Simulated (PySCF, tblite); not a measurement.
# C₆H₁₀BP: geometry, infrared bands and NMR shifts

Wanted: the infrared bands and NMR shifts of C₆H₁₀BP (`[BH3-][P@@+]1(CC#C)C=C1C`), by calculation.

Computed with tblite 0.8.0 and PySCF 2.14.0, with density-fitted response routines of our own, on a single molecule in the gas phase. Atoms are numbered from 0 throughout.

## Step 1: Starting geometry

18 atoms, charge 0, multiplicity 1; geometry from: force field or distance geometry start.

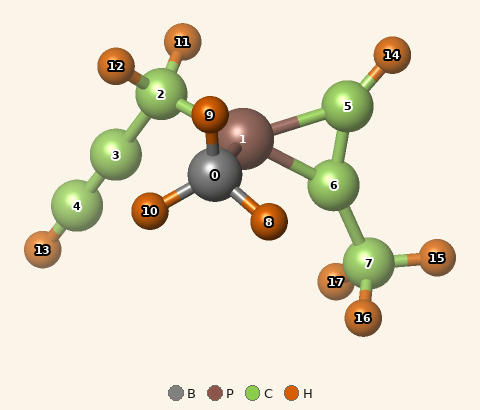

The starting geometry (boron grey, phosphorus brown, carbon green, hydrogen orange), atoms numbered; sticks join atoms by distance.

## Step 2: Optimising the geometry with GFN2-xTB

Job settings and geometry (Å):

```
{"job": {"kind": "relax", "xc": "GFN2-xTB", "basis": "xTB"}, "charge": 0, "multiplicity": 1}
B      0.257300    -1.972400     1.183900
P      0.054500    -0.732800    -0.237500
C      1.543100    -0.195400    -1.065700
C      2.142500     1.010900    -0.487400
C      2.647200     1.971900     0.030400
C     -1.462200    -0.710500    -1.192400
C     -1.448500     0.232600    -0.245900
C     -2.187400     1.368500     0.414400
H     -0.759100    -1.918700     1.822100
H      0.458600    -3.028900     0.709300
H      1.176600    -1.572500     1.843500
H      1.412200    -0.046500    -2.159300
H      2.284700    -1.018300    -0.955600
H      3.099100     2.821600     0.468400
H     -2.019100    -1.162600    -2.015300
H     -3.232600     1.448900     0.034700
H     -2.315800     1.186100     1.516900
H     -1.659800     2.324400     0.323700
```

Launch:

```
$ OMP_NUM_THREADS=1 python probes_run.py task.json out
```

One launch serves the whole session: the jobs run in the order shown.

The log of the run:

```text
step      E/eV     max force
  0    -585.61135    2.479
  1    -585.78937    1.183
  2    -585.84027    1.606
  3    -585.85967    2.039
  4    -585.88921    0.982
  5    -585.90773    0.344
  6    -585.92669    0.312
  7    -585.93690    0.339
  8    -585.94725    0.224
  9    -585.95865    0.216
 10    -585.96973    0.217
 11    -585.97830    0.210
 12    -585.98433    0.179
 13    -585.98890    0.140
 14    -585.99348    0.157
 15    -585.99842    0.164
 16    -586.00270    0.143
 17    -586.00597    0.167
 18    -586.00900    0.178
 19    -586.01234    0.151
 20    -586.01638    0.161
 21    -586.02085    0.183
 22    -586.02476    0.171
 23    -586.02797    0.151
 24    -586.03119    0.151
 25    -586.03439    0.152
 26    -586.03688    0.105
 27    -586.03862    0.114
 28    -586.04016    0.094
 29    -586.04198    0.105
 30    -586.04407    0.095
 31    -586.04596    0.108
 32    -586.04725    0.095
 33    -586.04811    0.074
 34    -586.04894    0.072
 35    -586.05001    0.103
 36    -586.05150    0.121
 37    -586.05348    0.127
 38    -586.05573    0.100
 39    -586.05800    0.116
 40    -586.06039    0.140
 41    -586.06317    0.150
 42    -586.06591    0.121
 43    -586.06760    0.096
 44    -586.06843    0.077
 45    -586.06901    0.074
 46    -586.06971    0.062
 47    -586.07062    0.078
 48    -586.07137    0.066
 49    -586.07179    0.036
 50    -586.07201    0.044
 51    -586.07223    0.045
 52    -586.07252    0.052
 53    -586.07289    0.053
 54    -586.07328    0.041
 55    -586.07363    0.045
 56    -586.07397    0.044
 57    -586.07434    0.049
 58    -586.07470    0.048
 59    -586.07500    0.037
 60    -586.07523    0.033
 61    -586.07540    0.034
 62    -586.07554    0.030
 63    -586.07569    0.030
 64    -586.07584    0.030
 65    -586.07599    0.028
 66    -586.07614    0.026
 67    -586.07627    0.028
 68    -586.07639    0.026
 69    -586.07651    0.035
 70    -586.07664    0.036
 71    -586.07678    0.029
 72    -586.07691    0.028
 73    -586.07705    0.028
 74    -586.07719    0.032
 75    -586.07735    0.033
 76    -586.07749    0.024
 77    -586.07758    0.020
 78    -586.07763    0.016
 79    -586.07767    0.015
 80    -586.07773    0.018
 81    -586.07780    0.022
 82    -586.07789    0.024
 83    -586.07797    0.020
 84    -586.07804    0.023
 85    -586.07812    0.024
 86    -586.07821    0.022
 87    -586.07829    0.023
 88    -586.07836    0.015
 89    -586.07840    0.013
 90    -586.07843    0.013
 91    -586.07846    0.012
 92    -586.07848    0.011
 93    -586.07851    0.009
```

It took 0.69 s on 1 thread of Arm Neoverse V1, shared host; peak memory 0.18 GiB.

Step by step: (not every step is listed)

```csv
step,energy from step 0 (eV),largest force (eV/Å)
0,0.0000,2.4791
1,-0.1780,1.1834
2,-0.2289,1.6060
3,-0.2483,2.0386
4,-0.2779,0.9822
5,-0.2964,0.3440
6,-0.3153,0.3118
7,-0.3256,0.3388
8,-0.3359,0.2241
16,-0.3913,0.1427
24,-0.4198,0.1513
32,-0.4359,0.0953
40,-0.4490,0.1397
48,-0.4600,0.0657
56,-0.4626,0.0435
64,-0.4645,0.0298
72,-0.4656,0.0277
80,-0.4664,0.0179
88,-0.4670,0.0145
89,-0.4670,0.0134
90,-0.4671,0.0132
91,-0.4671,0.0123
92,-0.4671,0.0114
93,-0.4672,0.0094
```

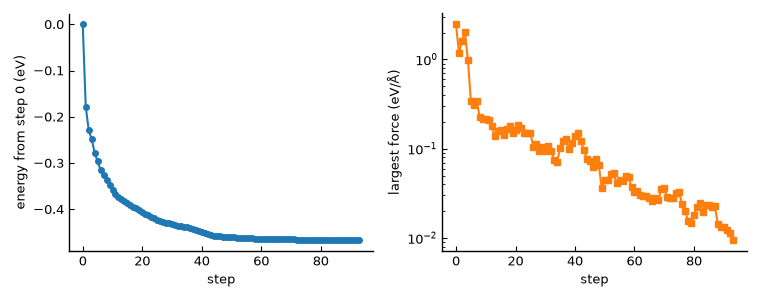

Energy and largest force along the relaxation.

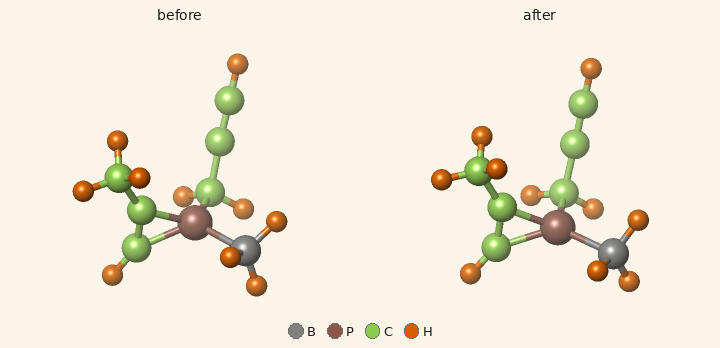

Before and after, at one scale.

Distances of close pairs at the start and the end, largest changes first:

```csv
bond,before (Å),after (Å),change (Å)
P1–C2,1.786,1.877,+0.090
B0–P1,1.897,1.950,+0.053
C6–C7,1.507,1.468,-0.040
C7–H16,1.125,1.090,-0.035
P1–C6,1.786,1.820,+0.034
P1–C5,1.792,1.819,+0.027
C7–H15,1.115,1.090,-0.025
C5–H14,1.092,1.069,-0.023
```

The final coordinates are the input of the step that follows.

## Step 3: Vibrational analysis with GFN2-xTB

Job settings and geometry (Å):

```
{"job": {"kind": "ir", "xc": "GFN2-xTB", "basis": "xTB"}, "charge": 0, "multiplicity": 1}
B      0.379459    -2.163785     1.332301
P      0.008712    -0.908052    -0.113033
C      1.402096    -0.170414    -1.130863
C      1.932373     0.980187    -0.440051
C      2.333605     1.938000     0.156354
C     -1.498429    -0.719678    -1.114222
C     -1.365347     0.277109    -0.254867
C     -1.967302     1.511183     0.263119
H     -0.688533    -2.382867     1.802217
H      0.882443    -3.093250     0.786140
H      1.129274    -1.572982     2.040775
H      1.032468     0.110734    -2.120635
H      2.178784    -0.934523    -1.231794
H      2.711844     2.774336     0.664250
H     -2.147377    -1.121283    -1.862394
H     -2.915229     1.717892    -0.232962
H     -2.132176     1.416303     1.336112
H     -1.285423     2.347405     0.107896
```

The log of the run:

```text
mode    cm-1     km/mol
  1      19.6      1.85
  2      52.6      1.86
  3      79.0      1.34
  4     102.7      1.60
  5     124.5      1.60
  6     134.4      0.12
  7     164.1      0.15
  8     238.8      3.04
  9     264.3      2.62
 10     287.9      0.36
 11     342.2      2.27
 12     386.2      6.67
 13     464.1      4.07
 14     610.2      1.99
 15     627.8     48.89
 16     641.7     25.99
 17     679.6     32.18
 18     709.9     10.12
 19     744.6     41.30
 20     751.1     17.74
 21     761.2     28.51
 22     826.5     69.00
 23     929.7     15.92
 24     987.4      5.51
 25     995.6     17.84
 26    1006.4      2.49
 27    1064.9    222.43
 28    1088.4      1.69
 29    1102.2     34.69
 30    1163.7      5.56
 31    1189.9     24.92
 32    1208.3     29.81
 33    1380.6      9.23
 34    1385.7      2.37
 35    1446.9      7.85
 36    1457.2     11.09
 37    1742.9     28.24
 38    2283.7     25.75
 39    2451.6    169.01
 40    2462.8    124.75
 41    2477.7    160.90
 42    2935.6      9.51
 43    2939.3     11.71
 44    3001.2      8.10
 45    3007.8     26.39
 46    3014.5      6.58
 47    3143.1     10.27
 48    3396.1      9.39
```

Run time: 0.67 s. Hardware: 1 thread of Arm Neoverse V1, shared host; peak memory 0.18 GiB.

Which atoms move in the most intense modes:

```csv
cm⁻¹,km/mol,atoms
628,48.9,"H13 61 %, P1 10 %"
745,41.3,"P1 23 %, H9 12 %, C5 12 %, H14 11 %"
826,69.0,"P1 21 %, C2 20 %, H11 19 %, H12 15 %"
1065,222.4,"H8 30 %, H10 28 %, H9 27 %, B0 14 %"
1102,34.7,"C6 36 %, H15 28 %, C7 18 %"
2452,169.0,"H9 81 %, H10 10 %"
2463,124.8,"H10 81 %, H9 12 %"
2478,160.9,H8 90 %
```

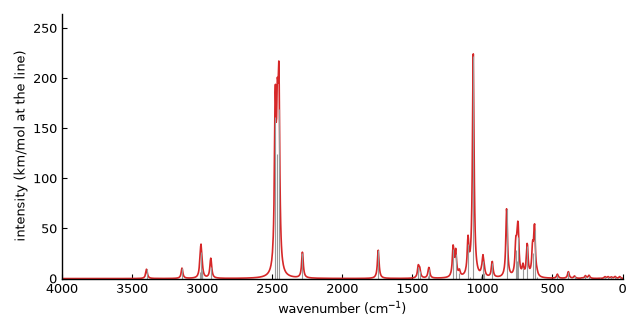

The infrared spectrum from these modes, unscaled. Lines are broadened to a width of 14 cm⁻¹ (Lorentzian).

## Step 4: Nuclear shieldings: PBE0/pcSseg-1

Settings changed since step 3:

```diff
@@ -1,2 +1,2 @@
-{"job": {"kind": "ir", "xc": "GFN2-xTB", "basis": "xTB"}, "charge": 0, "multiplicity": 1}
+{"job": {"kind": "nmr", "xc": "PBE0", "basis": "pcSseg-1"}, "charge": 0, "multiplicity": 1}
 B      0.379459    -2.163785     1.332301
```

Level: GIAO PBE0/pcSseg-1 NMR shielding, non-relativistic, gas phase.

The log of the run:

```text
coarse grid: 15432 points
cycle   1  E = -600.0755239482  dE =  1.076e+00  |g| = 5.162e-01  |ddm| = 4.036e+00
cycle   2  E = -600.0811758760  dE = -5.652e-03  |g| = 4.994e-01  |ddm| = 1.350e+00
cycle   3  E = -600.1512533229  dE = -7.008e-02  |g| = 1.367e-01  |ddm| = 6.834e-01
cycle   4  E = -600.1555838909  dE = -4.331e-03  |g| = 5.180e-02  |ddm| = 1.522e-01
cycle   5  E = -600.1561983138  dE = -6.144e-04  |g| = 1.412e-02  |ddm| = 4.566e-02
cycle   6  E = -600.1562471343  dE = -4.882e-05  |g| = 3.085e-03  |ddm| = 1.958e-02
cycle   7  E = -600.1562487558  dE = -1.621e-06  |g| = 1.766e-03  |ddm| = 4.013e-03
final grid: 144104 points
cycle   8  E = -600.2056428778  dE = -4.046e-05  |g| = 8.102e-03  |ddm| = 4.379e-02
cycle   9  E = -600.2056377972  dE =  5.081e-06  |g| = 9.384e-03  |ddm| = 1.682e-02
cycle  10  E = -600.2056597318  dE = -2.193e-05  |g| = 1.715e-03  |ddm| = 1.031e-02
cycle  11  E = -600.2056605270  dE = -7.953e-07  |g| = 3.124e-04  |ddm| = 2.117e-03
cycle  12  E = -600.2056605472  dE = -2.013e-08  |g| = 1.348e-04  |ddm| = 4.762e-04
cycle  13  E = -600.2056605521  dE = -4.962e-09  |g| = 3.085e-05  |ddm| = 1.877e-04
cycle  14  E = -600.2056605524  dE = -2.403e-10  |g| = 6.630e-06  |ddm| = 4.218e-05
converged SCF energy = -600.2056605524

GIAO shielding tensors (ppm)
atom      isotropic    diamagn.    paramagn.     s11        s22        s33       span
  0 B      146.275     189.695     -43.420    127.374    145.389    166.061     38.687
  1 P      456.617     966.363    -509.746    220.470    261.312    888.070    667.600
  2 C      157.327     254.818     -97.491    133.379    155.940    182.662     49.283
  3 C      104.420     264.286    -159.866      2.623     15.462    295.175    292.552
  4 C      106.890     258.222    -151.332     34.065     40.735    245.870    211.805
  5 C       52.165     263.181    -211.016    -79.503     61.141    174.857    254.360
  6 C       29.691     266.651    -236.961   -107.652     24.542    172.183    279.835
  7 C      170.646     247.920     -77.274    154.615    171.892    185.431     30.816
  8 H       31.409      29.373       2.036     27.512     29.332     37.384      9.873
  9 H       30.251      28.791       1.460     26.993     29.057     34.704      7.711
 10 H       29.960      29.410       0.550     26.536     29.611     33.734      7.197
 11 H       29.865      30.046      -0.181     24.975     29.282     35.338     10.363
 12 H       28.910      28.300       0.610     24.618     27.973     34.139      9.522
 13 H       29.991      34.567      -4.575     24.863     25.204     39.907     15.044
 14 H       23.586      34.766     -11.179     20.880     24.278     25.601      4.721
 15 H       28.987      27.388       1.599     24.237     27.336     35.386     11.149
 16 H       29.014      29.508      -0.494     24.726     27.467     34.850     10.124
 17 H       28.775      30.662      -1.887     23.590     28.262     34.473     10.883
```

Wall time 34 s (1 thread of Arm Neoverse V1, shared host); peak memory 0.85 GiB.

Shifts follow as δ = σ(reference) − σ, with reference shieldings (ppm) from runs at the same level and on the same kind of geometry: 1H TMS 31.72, 13C TMS 186.9, 31P H3PO4 318.4, 11B BF3·OEt2 100.1. The references are single molecules in the gas phase, so shifts against H2O, NH3, PH3, H3PO4 or CFCl3 are not on the usual liquid scales and can be off by tens of ppm. Atoms listed in one row are averaged.

```csv
atoms,environment,σ (ppm),δ (ppm),δ scaled to CDCl3
C6,fully substituted alkene carbon,29.7,157.2,151.5
C5,alkene CH,52.2,134.8,129.6
C3,alkyne carbon,104.4,82.5,78.6
C4,terminal alkyne carbon,106.9,80.0,76.2
C2,propargylic sp3 CH2 bonded to P,157.3,29.6,27.0
C7,allylic methyl carbon,170.6,16.3,14.0
H14,hydrogen on an alkene CH,23.59,8.13,7.77
H12,hydrogen on a propargylic sp3 CH2 bonded to P,28.91,2.81,2.75
"H15, H16, H17",hydrogen on an allylic methyl carbon,28.93,2.79,2.74
H11,hydrogen on a propargylic sp3 CH2 bonded to P,29.86,1.85,1.85
H13,hydrogen on a terminal alkyne carbon,29.99,1.73,1.73
"H8, H9, H10",hydrogen on a boron bonded to P,30.54,1.18,–
B0,"boron bonded to P, 3 H",146.3,-46.2,–
P1,"phosphorus bonded to 3 C, B, in a 3-membered ring",456.6,-138.2,–
```

The scaled column applies a straight-line fit of computed shieldings to shifts measured in CDCl3 (root-mean-square error 0.16 ppm for H, 1.9 ppm for C).

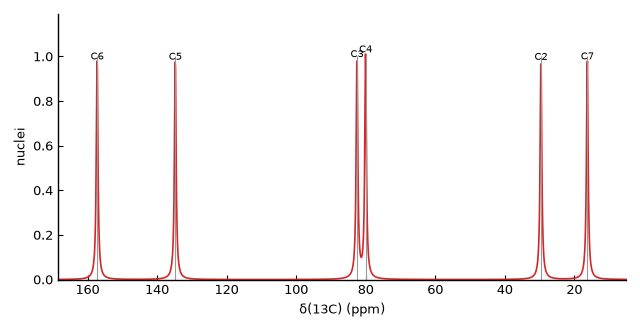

13C lines at the computed shifts, without couplings. Lines are broadened to a width of 0.56 ppm (Lorentzian).

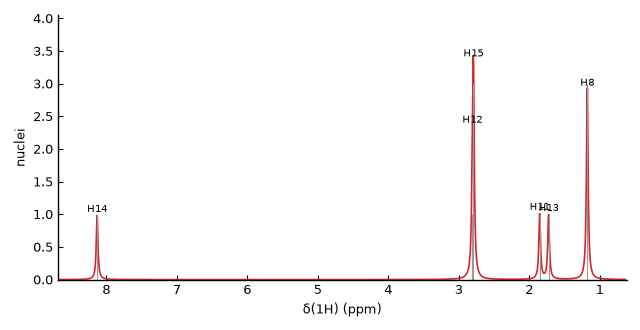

1H lines at the computed shifts, without couplings. Lines are broadened to a width of 0.03 ppm (Lorentzian).

Charges from the same density, by scheme (e):

```csv
atoms,Mulliken,IAO,Hirshfeld,ESP fit
B0,-0.16,-0.66,-0.15,-0.24
P1,0.43,0.96,0.34,0.37
C2,-0.31,-0.47,-0.09,-0.27
C3,0.16,-0.03,-0.04,0.08
C4,-0.35,-0.25,-0.11,-0.49
C5,-0.24,-0.34,-0.08,-0.38
C6,-0.26,-0.11,0.00,0.26
C7,-0.16,-0.44,-0.10,-0.56
```

IAO charges:

B0 -0.66; P1 0.96; C2 -0.47; C3 -0.03; C4 -0.25; C5 -0.34; C6 -0.11; C7 -0.44; H8 0.02; H9 0.02; H10 0.02; H11 0.18; H12 0.19; H13 0.20; H14 0.18; H15 0.16; H16 0.18; H17 0.18

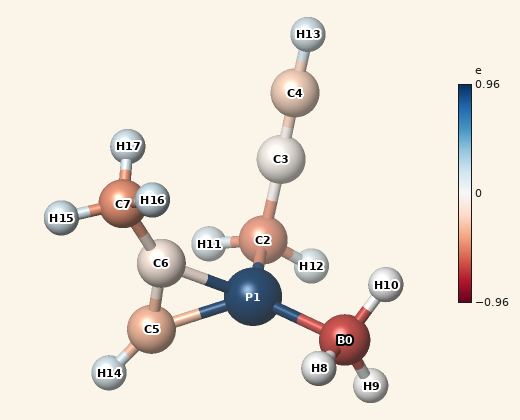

IAO charges, as colours on the atoms.

Mayer bond orders: B0–P1 0.78, P1–C2 0.90, C2–C3 1.06, C3–C4 2.54, P1–C5 0.95, C5–C6 1.60, C6–C7 1.08, C6–P1 0.90.

Ring of atoms P1, C5, C6: NICS(0) -22.7, NICS(1) -8.4, NICS(1)zz -15.9 ppm (means of both faces; NICS(1) differs between them: -9.9 and -7.0).

In rings of three or four atoms NICS is ruled by the nearby σ bonds, so it says little on aromaticity.

## Step 5: Results

| quantity | value |
| --- | --- |
| strongest single infrared mode (GFN2-xTB) | 1065 cm⁻¹, 222 km/mol |
| zero-point energy (GFN2-xTB) | 83.3 kcal/mol |
| 13C shifts against TMS (PBE0/pcSseg-1) | 157.2, 134.8, 82.5, 80.0, 29.6, 16.3 ppm |
| 1H shifts against TMS (PBE0/pcSseg-1, means over atoms taken as alike) | 8.13, 2.81, 2.79, 1.85, 1.73, 1.18 ppm |
| 11B shifts against BF3·OEt2 (PBE0/pcSseg-1) | -46.2 ppm |
| 31P shifts against H3PO4 (PBE0/pcSseg-1) | -138.2 ppm |

What this shows: Over 93 steps the energy fell by 0.467 eV; of the close pairs, P1–C2 changed most, 1.786 to 1.877 Å. No mode is imaginary among the 48: a minimum at this level. The strongest single mode, at 1065 cm⁻¹, moves mainly H8, H10 and H9. GFN2-xTB is a fitted tight-binding method: band positions and strengths are rough. Its intensities can rank the bands wrongly. At PBE0/pcSseg-1: The widest tensor belongs to P1: span 668 ppm, with a paramagnetic part of -510 ppm.
